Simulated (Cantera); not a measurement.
Charge: 1 mol CCl4, 1.8 mol H2, 0.039 mol CH4, held at 0.133 bar.

Equilibrium computed with Cantera from the NASA thermochemical tables; the gas is ideal and each condensed phase is pure. Candidate condensed phases: C, C6H6, C7H8, C8H18; 91 gas species. The tables' values for CCl are old estimates; treat these amounts as uncertain. The numbers say what is thermodynamically allowed, not how fast it happens.

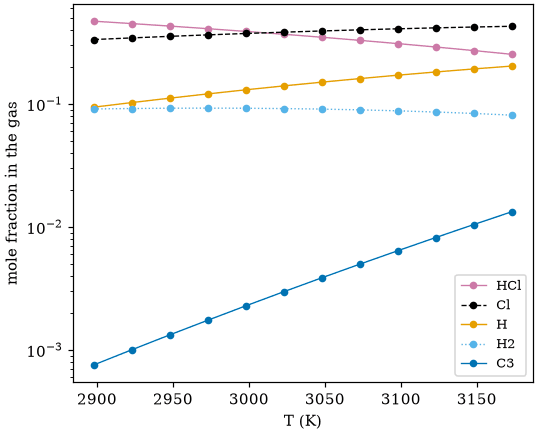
Figure: Equilibrium gas composition (values under 1e-9 drawn at 1e-9)

From 2898 K to 3173 K the condensed part is C(graphite). The main C-bearing gas is C2H2 (acetylene) at 2898 K and C3 at 3173 K. The share of C in condensed phases is highest at 2898 K (93.6 %) and lowest at 3173 K (57.8 %).
